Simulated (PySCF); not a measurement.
Molecule: Si(H)(Me)2(Ph), C8H12Si, SMILES c1cccc(c1)[SiH](C)C, singlet. Atoms near the plane z = 0.6 Å, at the GFN2-xTB optimised geometry (x, y, z in Å): Si1 (1.0, -2.7, 0.0), C2 (0.4, -3.6, 1.6), C4 (0.4, -0.9, 0.0), C5 (1.3, 0.1, 0.0), C6 (0.8, 1.4, 0.0), C7 (-0.5, 1.7, 0.0), C8 (-1.4, 0.7, 0.0), C9 (-1.0, -0.6, 0.0), H10 (2.5, -2.7, 0.0), H11 (0.7, -4.7, 1.6), H12 (-0.7, -3.6, 1.6), H17 (2.4, -0.1, 0.0), H18 (1.6, 2.3, 0.0), H19 (-0.9, 2.7, 0.0), H20 (-2.5, 0.9, 0.0), H21 (-1.7, -1.5, 0.0).

Level of theory: PBE0/def2-SVP (PySCF 2.14.0). The values are rescaled to run from 0 to 1.

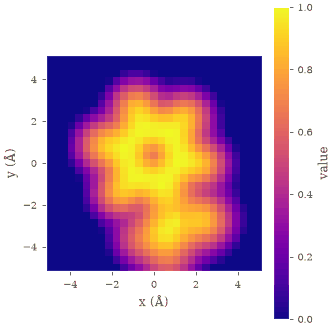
Fig. 1. a field on the plane z = 0.6 Å.

Which quantity is mapped?
A) electrostatic potential
B) log10 of the electron density
C) Laplacian of the electron density
D) an orbital amplitude

B, log10 of the electron density. In full: log10 of the electron density (e/bohr³), floored at −4.
